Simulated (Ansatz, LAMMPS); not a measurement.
# Amorphous HfO2 at 7.31 g/cm^3 (78 atoms): relaxation and levels of theory

Which bonds does the relaxation leave, and how do the Kohn-Sham gap, forces and pressure change with k-mesh and functional?

Calculated with Ansatz 0.2.0: Kohn-Sham DFT, PBE, PAW (set soft_2), plane waves; cutoff 420 eV, Γ point, fermi-dirac smearing of 0.025 eV.

**The cell**

Density at the start: 7.31 g/cm³. The cell holds 78 atoms: 26 Hf and 52 O. Its edges and angles: a = 10.752 Å, b = 10.752 Å, c = 10.752 Å, α = 90.0°, β = 90.0°, γ = 90.0°. 78 atoms (26 Zr, 52 O) placed at random at 4.28 g/cm³, melted at 5000 K for 10 ps at fixed volume with the Morse and Coulomb pair potential with partial charges (Pedone, Malavasi, Menziani, Cormack and Segre, J. Phys. Chem. B 110, 11780 (2006)). Quenched from 5000 K to 300 K at 50 K/ps and fixed volume, held 5 ps, then minimised at fixed cell. Then Zr was replaced by Hf (the potential has no terms for the new elements, so the cell is a start for a DFT relaxation).

The atoms were relaxed with PBE. The walk converged after 14 steps, with a largest force component of 0.0164 eV/Å; it began at an r.m.s. force component of 0.54 eV/Å. The energy fell by 40.0 meV an atom.

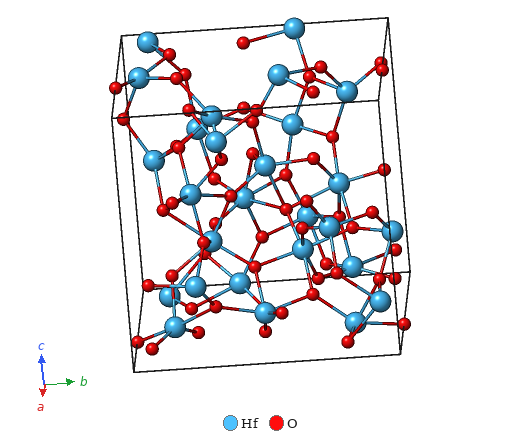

The relaxed cell. Bonds to atoms that aren't drawn are left out. Some periodic images of atoms are drawn too.

The input of the reference single point:

```yaml
crystal:
  lattice:
    - [10.7525, 0.0, 0.0]
    - [0.0, 10.7525, 0.0]
    - [0.0, 0.0, 10.7525]
  atoms:
    - { symbol: Hf, position: [0.4838, 0.60378, 0.96021] }
    - { symbol: Hf, position: [0.73301, 0.15214, 0.0802] }
    - { symbol: Hf, position: [0.84623, 0.76711, 0.46725] }
    - { symbol: Hf, position: [0.24966, 0.83877, 0.80184] }
    [... 72 atom lines left out ...]
    - { symbol: O, position: [0.75031, 0.93043, 0.21902] }
    - { symbol: O, position: [0.57528, 0.21325, 0.73116] }
kpoints:
  mp_grid: { grid: [1, 1, 1] }
hamiltonian:
  xc: pbe
scf:
  occupations: { method: fermi_dirac, width: 0.025 }
output:
  forces: true
  stress: true
  populations: true
  dos:
    method: { smearing: { sigma: 0.08 } }
    de: 0.05
    projected: { site_lists: { Hf: [Hf], O: [O] } }
  eigenvalues: true
  write_density: true
  write_potential: true
  volumetric_format: npy
```

**Bonds after relaxation**

Bonds by pair of elements; cutoffs follow the first minimum of g(r), held within bounds set by covalent radii, and pairs that aren't listed don't count as bonded:

```csv
pair A-B,cutoff (Å),bonds,mean length (Å),spread (Å),shortest (Å),B about A,A about B
O-Hf,2.93,146,2.13,0.137,1.91,2.81,5.62
```

How many atoms have how many bonded neighbours:

| element | mean | 2 | 3 | 4 | 5 | 6 | 7 |
| --- | --- | --- | --- | --- | --- | --- | --- |
| Hf | 5.62 | 0 | 0 | 1 | 9 | 15 | 1 |
| O | 2.81 | 13 | 36 | 3 | 0 | 0 | 0 |

**Levels of theory**

Single points at the relaxed geometry:

```
functional  k-mesh  Kohn-Sham gap (eV)  pressure (GPa)  r.m.s. force component (eV/Å)  SCF cycles     time
       PBE   1×1×1               3.955           -4.77                          0.005          11     73 s
       PBE   2×2×2               3.924           -4.77                          0.014          11   13 min
     HSE06   1×1×1               5.477           -8.54                          0.111          25   22 min
    r2SCAN   1×1×1               4.439           -8.69                          0.080          12  2.2 min
    PBEsol   1×1×1               3.878           -9.34                          0.090          12     66 s
```

The gap is that between the highest filled and lowest empty Kohn-Sham level on the run's k-points. Cutoffs: 420 eV for PBE, HSE06 and PBEsol; 500 eV for r2SCAN. Times come from shared hosts and are rough.

**Findings**

By these cutoffs 58 % of Hf atoms have 6 and 69 % of O atoms have 3 neighbours. The Kohn-Sham gap is 3.95 eV with PBE on the 1×1×1 mesh and 3.92 eV on 2×2×2. On the 1×1×1 mesh HSE06 changes the gap by +1.52 eV against PBE. Carrying that shift over to the 2×2×2 mesh gives 3.92 + 1.52 = 5.45 eV, an estimate that takes the shift to be alike at all k-points. On the reference's mesh the gap changes with r2SCAN by +0.48 eV and PBEsol by -0.08 eV. Against the reference the pressure changes with HSE06 by -3.8 GPa, r2SCAN by -3.9 GPa and PBEsol by -4.6 GPa; a negative change means a smaller volume than PBE would take. The denser mesh moves the energy by -1.6 meV/atom and the pressure by -0.00 GPa.

Limits: All single points share the geometry relaxed with PBE. The density was set when the cell was made, as one point of a scan, and needn't be that of the real material. One sample; tail or defect levels can set the gap of a disordered cell. The quench rate of 50 K/ps is many orders above laboratory rates, so the cell is likely richer in defects and strain than a real sample. The network of bonds at the start is that of the classical potential that made the cell, and needn't be the one that DFT or experiment would give. Spin–orbit coupling is left out, which matters for the levels of the heavy elements. In some runs the program notes that the exchange-correlation potential is rough where the density is thin, it cut back its work space to fit the memory limit, the exchange threshold is loose for the stress and the SCF threshold is loose for the stress.

[Logs are printed without paths, hosts, clocks, repeated set-up lines and the standing remarks that a program may print on its own settings, such as how far it seeks lower states.]

[Hosts, paths, dates, database ids (printed as entryN), source tags and the programs' standing remarks are cut or masked in the printed files.]
